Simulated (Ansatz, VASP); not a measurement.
# Cross-check of BAs between VASP and Ansatz

One calculation is typed for both programs; each brings its own data sets and cutoff. How far apart do they land? The cell comes out of the VASP series on this material, whose earlier steps may have relaxed, scaled or displaced it; both programs get it as it stands.

Main program and level: Ansatz 0.2.0; plane waves, with VASP 6.6.1 beside it; band structure at PBE, single point at PBE and band structure at PBE, spin-orbit coupling.

### 1. The starting structure

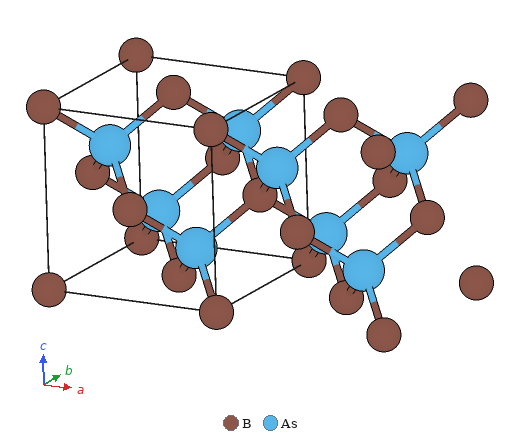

The starting structure, seen from a free direction (boron brown, arsenic blue). 2×1×1 cells are drawn. This picture shows the conventional cell, with its axes. Bonds to atoms that aren't drawn are left out. Some periodic images of atoms are drawn too.

As a file:

```cif
data_structure
_symmetry_space_group_name_H-M 'F-43m'
_symmetry_Int_Tables_number 216
_cell_length_a 4.7770
_cell_length_b 4.7770
_cell_length_c 4.7770
_cell_angle_alpha 90.000
_cell_angle_beta 90.000
_cell_angle_gamma 90.000
_cell_volume 109.01
loop_
_atom_site_label
_atom_site_type_symbol
_atom_site_symmetry_multiplicity
_atom_site_Wyckoff_symbol
_atom_site_fract_x
_atom_site_fract_y
_atom_site_fract_z
_atom_site_occupancy
B1 B 4 a 0.00000 0.00000 0.00000 1
As1 As 4 d 0.25000 0.25000 0.75000 1
```

### 2. VASP: band structure, PBE

Levels along a path test the potential and the projectors away from the mesh points.

Lines of VASP's logs that name or quote its potential files are left out, and so is its time.

Input file INCAR:

```
SYSTEM = BAs
PREC = Accurate
ENCUT = 420
EDIFF = 1E-06
NELM = 100
ISMEAR = 0
SIGMA = 0.02
LREAL = .FALSE.
ALGO = Normal
GGA = PE
NBANDS = 16
LORBIT = 11
LWAVE = .FALSE.
LCHARG = .FALSE.
KPAR = 4
ISIF = 2
```

Input file POSCAR:

```
BAs
1.0
    0.0000000000      2.3885000000      2.3885000000
    2.3885000000      0.0000000000      2.3885000000
    2.3885000000      2.3885000000      0.0000000000
B As
1 1
Direct
    0.0000000000      0.0000000000      0.0000000000
    0.2500000000      0.2500000000      0.2500000000
```

Input file KPOINTS:

```
Automatic mesh
0
Gamma
14 14 14
0 0 0
```

Input file KPOINTS_OPT:

```
Line mode
24
Line-mode
Reciprocal
  0.00000000   0.00000000   0.00000000 GAMMA
  0.50000000   0.00000000   0.50000000 X

  0.50000000   0.00000000   0.50000000 X
  0.50000000   0.25000000   0.75000000 W

  0.50000000   0.25000000   0.75000000 W
  0.37500000   0.37500000   0.75000000 K

  0.37500000   0.37500000   0.75000000 K
  0.00000000   0.00000000   0.00000000 GAMMA

  0.00000000   0.00000000   0.00000000 GAMMA
  0.50000000   0.50000000   0.50000000 L

  0.50000000   0.50000000   0.50000000 L
  0.62500000   0.25000000   0.62500000 U

  0.62500000   0.25000000   0.62500000 U
  0.50000000   0.25000000   0.75000000 W

  0.50000000   0.25000000   0.75000000 W
  0.50000000   0.50000000   0.50000000 L

  0.50000000   0.50000000   0.50000000 L
  0.37500000   0.37500000   0.75000000 K

  0.62500000   0.25000000   0.62500000 U
  0.50000000   0.00000000   0.50000000 X
```

Potentials, in the order of the species: B and As (PBE family, release 64).

Started as:

```
$ mpirun -np 4 vasp_std
```

Numbers of over 12 decimals in the logs are rounded to 6 here.

The program printed:

```text
[banner, memory and clock lines left out]
running    4 mpi-ranks, on    1 nodes
 distrk:  each k-point on    1 cores,    4 groups
 distr:  one band on    1 cores,    1 groups

 POSCAR found type information on POSCAR B As
 POSCAR found :  2 types and       2 ions
 LDA part: xc-table for (Slater+PW92), standard interpolation
 POSCAR, INCAR and KPOINTS ok, starting setup
 FFT: planning ... GRIDC
 FFT: planning ... GRID_SOFT
 FFT: planning ... GRID
 WAVECAR not read
 entering main loop
       N       E                     dE             d eps       ncg     rms          rms(c)
DAV:   1     0.909640548187E+01    0.90964E+01   -0.31541E+03  3328   0.372E+02
DAV:   2    -0.115335292623E+02   -0.20630E+02   -0.19734E+02  4568   0.802E+01
DAV:   3    -0.120444154012E+02   -0.51089E+00   -0.51044E+00  3976   0.107E+01
DAV:   4    -0.120451701968E+02   -0.75480E-03   -0.75479E-03  4320   0.498E-01
DAV:   5    -0.120451711331E+02   -0.93629E-06   -0.93628E-06  4008   0.169E-02    0.493E+00
DAV:   6    -0.114692834477E+02    0.57589E+00   -0.14214E+00  4112   0.349E+00    0.233E+00
DAV:   7    -0.114091728360E+02    0.60111E-01   -0.16432E-01  4400   0.147E+00    0.101E+00
DAV:   8    -0.114027664447E+02    0.64064E-02   -0.15653E-02  4032   0.555E-01    0.941E-02
DAV:   9    -0.114031430252E+02   -0.37658E-03   -0.77594E-04  3920   0.120E-01    0.492E-02
DAV:  10    -0.114032258124E+02   -0.82787E-04   -0.11134E-04  4184   0.474E-02    0.108E-02
DAV:  11    -0.114032263916E+02   -0.57918E-06   -0.33086E-06  4048   0.718E-03
   1 F= -.11403226E+02 E0= -.11403226E+02  d E =-.945131E-23
 Start KPOINTS_OPT (optional k-point list driver)
k-point batch [1-104\240]
       N       E                     dE             ncg
DAV:   1     0.214465473498E+04   -0.20923E+05     3328
DAV:   2    -0.107928224827E+03   -0.22526E+04     4448
DAV:   3    -0.165831774234E+03   -0.57904E+02     4088
DAV:   4    -0.165915038704E+03   -0.83264E-01     4264
DAV:   5    -0.165915141876E+03   -0.10317E-03     4088
DAV:   6    -0.165915142071E+03   -0.19540E-06     3512
[...]
k-point batch [209-240\240]
       N       E                     dE             ncg
DAV:   1     0.215268318762E+05   -0.96973E+04     1024
DAV:   2     0.208676109147E+05   -0.65922E+03     1408
DAV:   3     0.208528530617E+05   -0.14758E+02     1288
DAV:   4     0.208528288739E+05   -0.24188E-01     1328
DAV:   5     0.208528288379E+05   -0.35955E-04     1272
DAV:   6     0.208528288378E+05   -0.81687E-07     1192
```

From OUTCAR (step 2):

```text
ion  position               nearest neighbor table
   1  0.000  0.000  0.000-   2 2.07   2 2.07   2 2.07   2 2.07
   2  0.250  0.250  0.250-   1 2.07   1 2.07   1 2.07   1 2.07

  LATTYP: Found a face centered cubic cell.
 ALAT       =     4.7770000000

 Subroutine GETGRP returns: Found 24 space group operations
 (whereof 24 operations were pure point group operations)

The static configuration has the point symmetry T_d .

 Found    104 irreducible k-points:

   k-points           NKPTS =    104   k-points in BZ     NKDIM =    104   number of bands    NBANDS=     16

   dimension x,y,z NGX =    24 NGY =   24 NGZ =   24
   dimension x,y,z NGXF=    48 NGYF=   48 NGZF=   48

   ENCUT  =  420.0 eV  30.87 Ry    5.56 a.u.   5.64  5.64  5.64*2*pi/ulx,y,z

   NELECT =       8.0000    total number of electrons

 k-points in reciprocal lattice and weights: Automatic mesh
   0.00000000  0.00000000  0.00000000       0.000
   0.07142857  0.00000000  0.00000000       0.003
   0.14285714  0.00000000  0.00000000       0.003
   0.21428571  0.00000000  0.00000000       0.003
   0.28571429  0.00000000  0.00000000       0.003
   0.35714286  0.00000000  0.00000000       0.003
   0.42857143  0.00000000  0.00000000       0.003
   0.50000000  0.00000000  0.00000000       0.001
   0.07142857  0.07142857  0.00000000       0.002
[...]
-0.28571429  0.42857143  0.21428571       0.009
  -0.28571429  0.50000000  0.21428571       0.004

 average (electrostatic) potential at core
       1 -26.7882       2 -48.7724

 E-fermi :   6.2571

 k-point     1 :       0.0000    0.0000    0.0000
  band No.  band energies     occupation
      1      -9.2761      2.00000
      2       6.1279      2.00000
      3       6.1279      2.00000
      4       6.1279      2.00000
      5       9.3988      0.00000
      6       9.3988      0.00000
      7       9.3988      0.00000
      8      10.8118      0.00000
      9      15.7070      0.00000
    ...

 k-point     2 :       0.0714    0.0000    0.0000
  band No.  band energies     occupation
      1      -9.1921      2.00000
      2       5.3261      2.00000
      3       5.9624      2.00000
      4       5.9624      2.00000
      5       9.5385      0.00000
      6       9.6161      0.00000
      7       9.6161      0.00000
      8      11.2780      0.00000
      9      16.0513      0.00000
    ...

 k-point     3 :       0.1429    0.0000    0.0000
  band No.  band energies     occupation
      1      -8.9423      2.00000
      2       3.7399      2.00000
      3       5.5858      2.00000
      4       5.5858      2.00000
      5       9.4833      0.00000
      6      10.1096      0.00000
      7      10.1096      0.00000
      8      12.3804      0.00000
      9      16.8731      0.00000
    ...

  Total        0.5950186      0.5950186      0.5950186      0.0000000      0.0000000     -0.0000000
  in kB       34.9812527     34.9812527     34.9812527      0.0000000      0.0000000     -0.0000000
  external PRESSURE =      34.9812527 kB  Pullay stress =       0.0000000 kB

  energy-cutoff  :      420.00
  volume of cell :       27.25
      direct lattice vectors                 reciprocal lattice vectors
     0.000000000  2.388500000  2.388500000    -0.209336404  0.209336404  0.209336404
     2.388500000  0.000000000  2.388500000     0.209336404 -0.209336404  0.209336404
     2.388500000  2.388500000  0.000000000     0.209336404  0.209336404 -0.209336404

 POSITION                                       TOTAL-FORCE (eV/Angst)
 -----------------------------------------------------------------------------------
      0.00000      0.00000      0.00000        -0.000000      0.000000      0.000000
      1.19425      1.19425      1.19425         0.000000     -0.000000     -0.000000
 -----------------------------------------------------------------------------------
    total drift:                                0.000000      0.000000      0.000000

  FREE ENERGIE OF THE ION-ELECTRON SYSTEM (eV)
  ---------------------------------------------------
  free  energy   TOTEN  =       -11.4032263916 eV

  energy  without entropy=      -11.4032263916  energy(sigma->0) =      -11.40322639

 total charge
# of ion       s       p       d       tot
------------------------------------------
    1        0.660   1.179   0.000   1.839
    2        1.173   1.663   0.088   2.924
--------------------------------------------------
tot          1.833   2.842   0.088   4.763

[... 3 further parts left out ...]
```

The run ends at a pressure of 3.50 GPa.

### 3. Ansatz: band structure, PBE

Ansatz runs on its default PAW (the set named soft_2) files.

The same cell, functional, mesh and smearing now go to Ansatz, which takes its cutoff from its data sets.

Input file input.yaml:

```yaml
crystal:
  lattice:
    - [0.0, 2.3885, 2.3885]
    - [2.3885, 0.0, 2.3885]
    - [2.3885, 2.3885, 0.0]
  atoms:
    - { symbol: B, position: [0.0, 0.0, 0.0] }
    - { symbol: As, position: [0.25, 0.25, 0.25] }
hamiltonian:
  xc: pbe
  pseudopotentials: { kind: paw }
kpoints:
  mp_grid: { grid: [14, 14, 14] }
  band_path:
    path:
      - [0.0, 0.0, 0.0]
      - [0.17391, 0.0, 0.17391]
      - [0.34783, 0.0, 0.34783]
      - [0.3913, 0.0, 0.3913]
      - [0.5, 0.0, 0.5]
      - [0.5, 0.08696, 0.58696]
      - [0.5, 0.18478, 0.68478]
      - [0.49457, 0.25543, 0.75]
      - [0.45109, 0.29891, 0.75]
      - [0.40761, 0.34239, 0.75]
      - [0.34239, 0.34239, 0.68478]
      - [0.21196, 0.21196, 0.42391]
      - [0.08152, 0.08152, 0.16304]
      - [0.04348, 0.04348, 0.04348]
      - [0.23913, 0.23913, 0.23913]
      - [0.41304, 0.41304, 0.41304]
      - [0.5163, 0.46739, 0.5163]
      - [0.55978, 0.38043, 0.55978]
      - [0.6087, 0.28261, 0.6087]
      - [0.60326, 0.25, 0.64674]
      - [0.55978, 0.25, 0.69022]
      - [0.5163, 0.25, 0.7337]
      - [0.5, 0.30435, 0.69565]
      - [0.5, 0.3913, 0.6087]
      - [0.5, 0.47826, 0.52174]
      - [0.47283, 0.47283, 0.55435]
      - [0.42391, 0.42391, 0.65217]
      - [0.38043, 0.38043, 0.73913]
      - [0.59239, 0.18478, 0.59239]
      - [0.54891, 0.09783, 0.54891]
      - [0.5, 0.0, 0.5]
    npoints: 1
scf:
  occupations: { method: gaussian, width: 0.02 }
  n_extra_bands: 7
output:
  forces: true
  stress: true
  eigenvalues: true
```

Started as:

```
$ ansatz run input.yaml --threads 2 --pin off --max-ram 4608MiB --backend cpu --events-out ev --progress --plain --runs-dir out
```

The program printed:

```text
scf.n_extra_bands = 7 over 9 filled bands (N_el = 18.0): the run solves 16 bands
Engine: ansatz 0.2.0, aarch64-unknown-linux-gnu
Pseudopotentials: kind: paw
Pseudopotential: B, paw, valence charge 3, recommended cutoff 420 eV (normal), B.paw.azcp
Pseudopotential: As, paw, valence charge 15, recommended cutoff 420 eV (normal), As.paw.azcp
Functional definition: PBE
  parameter kappa = 0.804
  parameter beta = 0.066725
  exchange = pbe_x(kappa = kappa, mu = beta*pi^2/3)
  correlation = pbe_c(beta = beta)
Crystal: 2 atoms, lattice volume = 27.252 Å³
Basis set: ecut = 420 eV, 531 PW (Γ), exchange–correlation on 48×48×48 points (8 copies of the dense FFT grid, shifted against one another)
Bands: 16, of which v1, the nominal top of the filled ones, is band 9 counted from 1 (8 counted from 0)
Symmetry: 24 space group operations
Space group: F-43m (ITA 216), of the structure as read, at distance tolerance 3.0e-5 Å
k-points: 104 of 2744 (time reversal used)
Non-local potential: B, projectors of the file, l = 0: 2, l = 1: 2, l = 2: 1
Non-local potential: As, projectors of the file, l = 0: 2, l = 1: 2, l = 2: 3, l = 3: 1
PAW form: soft (Blöchl's): semilocal exchange-correlation on the pseudo side does not see the compensation charge
PAW one-centre angular grid: B, 110 points (default); XC on 64 Gauss nodes
PAW one-centre angular grid: As, 590 points (default); XC on 64 Gauss nodes
Initial density: superposition of atomic densities (neutral atoms: chi_scale 0, normalization atom), corrected by the library's trained network
Initial wavefunctions: pseudopotential atomic-orbital guess
Functional: x = pbe(κ = 0.804, μ = 0.219515), c = pbe(β = 0.066725)
SCF iter   1: F=—  HF=-5012.100535 eV  |F-HF|=—  |Δ(HF+E_count)|=         —  Δρ=8.43e-4  dr2=1.33e-4  ethr=1.77e-3  ⟨swp⟩=6.0  Hψ=9039  notcnv=0
preconditioner: auto → none  [insulator: Δε(μ)=1.207 eV  Ē_g=15.645 eV  σ=0.020 eV  W_gap=1.00  n_scr=8 (ndim 8)  ℏωp=20.1 eV  f_vac=0.001  D(μ)=0.00/eV (n_scr^D=0)  ε∞_Penn≈2.7]
SCF iter   2: F=—  HF=-5012.100599 eV  |F-HF|=—  |Δ(HF+E_count)|=   6.34e-5  Δρ=5.12e-4  dr2=5.72e-5  ethr=7.37e-7  ⟨swp⟩=3.0  Hψ=3851  notcnv=0  defer=129
SCF iter   3: F=—  HF=-5012.100605 eV  |F-HF|=—  |Δ(HF+E_count)|=   6.65e-6  Δρ=2.95e-4  dr2=9.04e-6  ethr=3.18e-7  ⟨swp⟩=2.8  Hψ=2359  notcnv=0  defer=129
SCF iter   4: F=—  HF=-5012.100637 eV  |F-HF|=—  |Δ(HF+E_count)|=   3.22e-5  Δρ=9.85e-5  dr2=3.48e-6  ethr=5.02e-8  ⟨swp⟩=2.0  Hψ=2342  notcnv=0  defer=129
SCF iter   5: F=—  HF=-5012.100636 eV  |F-HF|=—  |Δ(HF+E_count)|=   1.50e-6  Δρ=3.89e-5  dr2=5.04e-7  ethr=1.93e-8  ⟨swp⟩=2.1  Hψ=2333  notcnv=0  defer=129
SCF iter   6: F=-5012.100636 eV  HF=-5012.100636 eV  |F-HF|=7.17e-8  |Δ(HF+E_count)|=   1.74e-7  Δρ=1.38e-5  dr2=5.75e-8  ethr=5.56e-10  ⟨swp⟩=5.9  Hψ=7130  notcnv=0
SCF 1 converged in 6 iterations: F = -5012.100636 eV  dr2 = 5.75e-8
  greatest PAW one-centre occupation: 0.999 electrons in one spin orbital (limit 2), on the As atom at site 1 (counted from 0), in its partial waves of l = 2
NSCF: frozen V_eff on 31 k-points
SCF converged after 6 iterations
Free energy (F): -5012.100636 eV
Harris-Foulkes:  -5012.100636 eV  (|F-HF|=7.17e-8)
Internal energy: -5012.100636 eV  (E = F + TS)
E sigma→0 (E₀):  -5012.100636 eV
Fermi energy:    11.728409 eV
--- Per-component energies (eV) ---
  E_band       = -210.295339
  E_kinetic    = 152.074528
  E_local      = -1693.915658  (includes V_loc(G=0)·N_el)
  E_nonlocal   = -657.793819
  E_hartree    = 940.033796
  E_xc         = -111.431634
  E_vxc        = -117.663299  (∫ρ·V_xc dr)
  E_paw        = -1915.292859  (= ΣΔE_a)
  E_vpaw       = 226.943607  (= ΣTr[D̂ρ^β])
  E_aug_tail   = 0.000007  (compensation charges beyond the density's cutoff)
  E_ewald      = -1725.774997
  E_smearing   = -0.000000  (= −TS)
  E_closure    = -0.000000  (closes the sum)
  Σ components = -5012.100636   (vs F -5012.100636, Δ=0.00e0)
--- Forces (eV/Å), atoms counted from 1 ---
  atom   1  B      0.00000000    -0.00000000     0.00000000
  atom   2  As     0.00000000    -0.00000000     0.00000000
  max |Σ_I F_I| component: 6.66e-16 eV/Å
--- Stress (GPa, compression-positive) ---
        2.771616       0.000000       0.000000
       -0.000000       2.771616       0.000000
       -0.000000       0.000000       2.771616
  P = ⅓ Tr σ = 2.7716 GPa (27.716 kbar)
--- Band table (eV; the first three rows and the last of 104) ---
  k-point 0: bands = [... 5 lower, -4.2777, 11.1256, 11.1256, 11.1256, 14.4066, 14.4066, 14.4066, 15.7991, ... 3 higher]
  k-point 1: bands = [... 5 lower, -4.1938, 10.3248, 10.9607, 10.9607, 14.5440, 14.6238, 14.6238, 16.2686, ... 3 higher]
  k-point 2: bands = [... 5 lower, -3.9439, 8.7406, 10.5850, 10.5850, 14.4854, 15.1176, 15.1176, 17.3773, ... 3 higher]
  k-point 103: bands = [... 5 lower, 0.0548, 3.0431, 5.7120, 5.9850, 15.9614, 16.3731, 18.6317, 18.6653, ... 3 higher]
```

Elapsed: 2.7 s, on 2 threads of Arm Neoverse V2, shared host; peak memory 0.32 GiB; 4.6 s of CPU time.

Reading the cycles: dr2 is the Hartree energy of the density residual (eV), the measure of convergence; HF is the Harris–Foulkes estimate of the energy, which meets the free energy F at convergence.

### 4. Differences

Known differences besides the PAW data sets themselves: the data sets hold 18 valence electrons in Ansatz (default PAW (the set named soft_2) files) and 8 in VASP; VASP leaves aspherical gradient terms in its spheres out (LASPH is not set), Ansatz keeps them. Total energies have different zeros and are not compared.

Compared:

| quantity | Ansatz | VASP | difference |
| --- | --- | --- | --- |
| pressure (GPa) | 2.77 | 3.50 | -0.73 |
| gap over the path points (eV) | 1.185 | 1.173 | +0.012 |

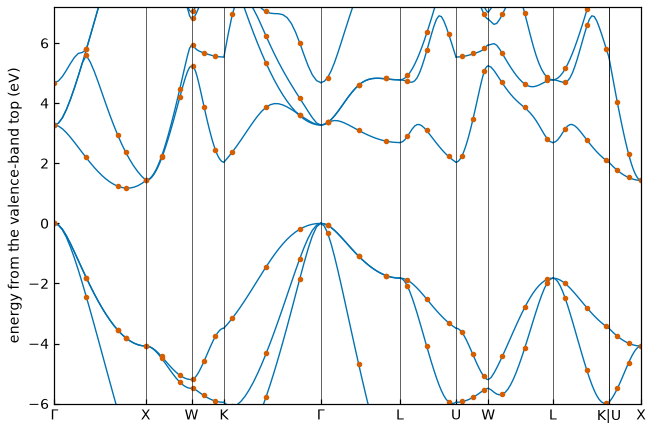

Bands from VASP (lines) and levels from Ansatz (dots). Dots without a line are higher empty bands that the VASP plot leaves out.

Levels at points of the path, from each program's valence-band top (eV; 3 filled, then empty):

```
k (reciprocal lattice)                             Ansatz                               VASP
     0.000 0.000 0.000      0.00 0.00 0.00 3.28 3.28 3.28      0.00 0.00 0.00 3.27 3.27 3.27
     0.174 0.000 0.174   -2.44 -1.80 -1.80 2.19 5.60 5.79   -2.44 -1.81 -1.81 2.18 5.59 5.78
     0.348 0.000 0.348   -6.25 -3.56 -3.56 1.25 2.93 9.45   -6.26 -3.56 -3.56 1.23 2.91 9.43
     0.391 0.000 0.391  -7.15 -3.81 -3.81 1.19 2.36 10.27  -7.15 -3.82 -3.82 1.17 2.35 10.24
     0.500 0.000 0.500  -8.52 -4.08 -4.08 1.44 1.45 11.39  -8.53 -4.08 -4.08 1.42 1.44 11.36
     0.500 0.087 0.587  -8.41 -4.49 -4.43 2.20 2.26 10.53  -8.43 -4.50 -4.44 2.18 2.25 10.49
     0.500 0.185 0.685   -8.15 -5.27 -5.04 4.20 4.46 8.21   -8.16 -5.28 -5.05 4.18 4.45 8.18
     0.495 0.255 0.750   -8.05 -5.49 -5.17 5.25 5.92 6.83   -8.07 -5.50 -5.19 5.22 5.91 6.82
     0.451 0.299 0.750   -8.07 -5.72 -4.57 3.87 5.68 7.69   -8.09 -5.74 -4.58 3.86 5.67 7.67
     0.408 0.342 0.750   -8.12 -5.90 -3.75 2.45 5.58 8.76   -8.14 -5.91 -3.76 2.44 5.56 8.73
```

Among the levels compared (up to four filled and three empty ones at each point), filled levels agree within 15 meV and empty ones within 36 meV. Ansatz's pressure holds a Pulay correction of 0.10 GPa; VASP's holds none.

(Continued in part 2 of 2.)

[Lines on the potential files, build, host, timing and source positions are cut from VASP's logs without a mark.]

[Logs are printed without paths, hosts, clocks, repeated set-up lines and the standing remarks that a program may print on its own settings, such as how far it seeks lower states.]

[Hosts, paths, dates, database ids (printed as entryN), source tags and the programs' standing remarks are cut or masked in the printed files.]
